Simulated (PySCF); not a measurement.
**AlF2 (SMILES [F][Al][F]) at UCISD/STO-6G**

What is the energy change on altering one bond length of AlF2 at UCISD/STO-6G? 

Program for the calculation: PySCF 2.14.0.

16 further runs of the same task are left out: 2 that didn't finish, 14 set aside as unsound or not needed.

**1. Starting point**

The species is AlF2 (3 atoms), meant as a doublet with charge 0. SMILES: `[F][Al][F]`. Geometry: relaxed at PBE0-D4/def2-TZVP.

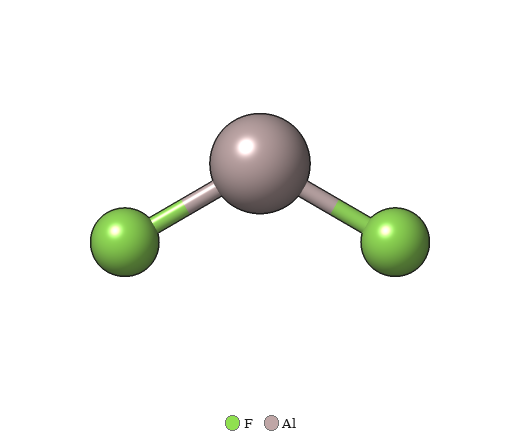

The structure, seen from a chosen angle (fluorine green, aluminium light grey).

**2. The energy at UCISD/STO-6G**

The input, run.py:

```python
# [F][Al][F]
from pyscf import gto, ci

mol = gto.M(
    atom=[
    ('F', (0.533000, -1.361200, 0.136400)),
    ('Al', (0.388700, 0.275400, 0.245200)),
    ('F', (-0.932500, 1.021000, -0.394800)),
],
    spin=1,
    max_memory=1860,
    basis='sto-6g',
    verbose=4,
)

calc0 = mol.UHF()
calc0.conv_tol = 1e-10
calc0.kernel()
if not calc0.converged:
    calc0 = calc0.newton().run(calc0.mo_coeff, calc0.mo_occ)

cisd = ci.CISD(calc0, frozen=7)
cisd.kernel()
e_tot = cisd.e_tot
print('Final energy', e_tot)
```

Command:

```
OMP_NUM_THREADS=1 python run.py
```

What it wrote:

```text
PySCF version 2.14.0

[INPUT] num. atoms = 3
[INPUT] num. electrons = 31
[INPUT] charge = 0
[INPUT] spin (= nelec alpha-beta = 2S) = 1
[INPUT] symmetry False subgroup None
[INPUT] Mole.unit = angstrom
[INPUT] Symbol           X                Y                Z      unit          X                Y                Z       unit  Magmom
[INPUT]  1 F      0.533000000000  -1.361200000000   0.136400000000 AA    1.007224024393  -2.572295200758   0.257758643391 Bohr   0.0
[INPUT]  2 Al     0.388700000000   0.275400000000   0.245200000000 AA    0.734536544618   0.520430574705   0.463360845743 Bohr   0.0
[INPUT]  3 F     -0.932500000000   1.021000000000  -0.394800000000 AA   -1.762169611157   1.929410373181  -0.746063873978 Bohr   0.0

nuclear repulsion = 90.2607529446251
number of shells = 11
number of NR pGTOs = 114
number of NR cGTOs = 19
basis = sto-6g
ecp = {}

[... 65 lines left out ...]
converged SCF energy = -438.918157833592  <S^2> = 0.75781322  2S+1 = 2.007798
[... 1 line left out ...]
******** <class 'pyscf.ci.ucisd.UCISD'> ********
CISD nocc = (np.int64(9), np.int64(8)), nmo = (12, 12)
frozen orbitals 7
max_cycle = 50
direct = 0
conv_tol = 1e-09
max_cycle = 50
max_space = 12
lindep = 0
nroots = 1
Init t2, MP2 energy = -0.0483891234863137
UCISD converged
E(UCISD) = -438.9771026230448  E_corr = -0.05894478945317098
Final energy -438.9771026230448
```

It took 1.1 s on 1 thread of Arm Neoverse V1, shared host; peak memory 0.12 GiB.

**3. The distorted shape at the same level**

The input, calc.py:

```python
from pyscf import gto, scf, ci

mol = gto.M(
    atom='''
F      3.004636    -3.699505     1.225321
Al     2.731949    -0.606780     1.430923
F     -1.762170     1.929410    -0.746064
''',
    max_memory=1860,
    unit='bohr',
    verbose=3,
    basis='sto-6g',
    spin=1,
)

hf = scf.UHF(mol)
hf.conv_tol = 1e-10
hf.kernel()
if not hf.converged:
    hf = hf.newton().run(hf.mo_coeff, hf.mo_occ)

cisd = ci.CISD(hf, frozen=7)
cisd.kernel()
etot = cisd.e_tot
print('E = %.10f Eh' % etot)
```

Command:

```
OMP_NUM_THREADS=1 python calc.py
```

What it wrote:

```text
converged SCF energy = -438.841485309349  <S^2> = 0.750771  2S+1 = 2.0007709
E(UCISD) = -438.8954065079838  E_corr = -0.05392119863469175
E = -438.8954065080 Eh
```

Wall time 1.2 s (1 thread of Arm Neoverse V1, shared host); peak memory 0.1 GiB.

**4. Summary of results**

Level: UCISD/STO-6G, 7 core orbitals frozen.

```
                                                                   quantity          value
                                                  first shape: total energy  -438.97710 Eh
                          first shape: dipole moment (Hartree–Fock density)         2.20 D
    first shape: HOMO energy (Hartree–Fock orbitals) (highest over α and β)       -5.12 eV
     first shape: LUMO energy (Hartree–Fock orbitals) (lowest over α and β)        7.32 eV
                   first shape: correlation energy (7 core orbitals frozen)      -58.9 mEh
                             first shape: ⟨S²⟩ of the reference determinant          0.758
                                              distorted shape: total energy  -438.89541 Eh
                      distorted shape: dipole moment (Hartree–Fock density)         1.37 D
distorted shape: HOMO energy (Hartree–Fock orbitals) (highest over α and β)       -4.64 eV
 distorted shape: LUMO energy (Hartree–Fock orbitals) (lowest over α and β)        9.18 eV
               distorted shape: correlation energy (7 core orbitals frozen)      -53.9 mEh
                         distorted shape: ⟨S²⟩ of the reference determinant          0.751
         energy change with the Al2–F3 bond stretched from 1.647 to 2.964 Å       2.223 eV
```

**Reading.** With the Al2–F3 bond stretched from 1.647 to 2.964 Å the energy rises by 2.22 eV (214 kJ/mol). The first shape isn't relaxed at this level, so the change isn't measured from a minimum. The minimal basis adds a large error of its own. Mulliken charges (distorted shape) of the mean-field density run from -0.45 on F1 to +0.46 on Al2; they depend strongly on the basis.
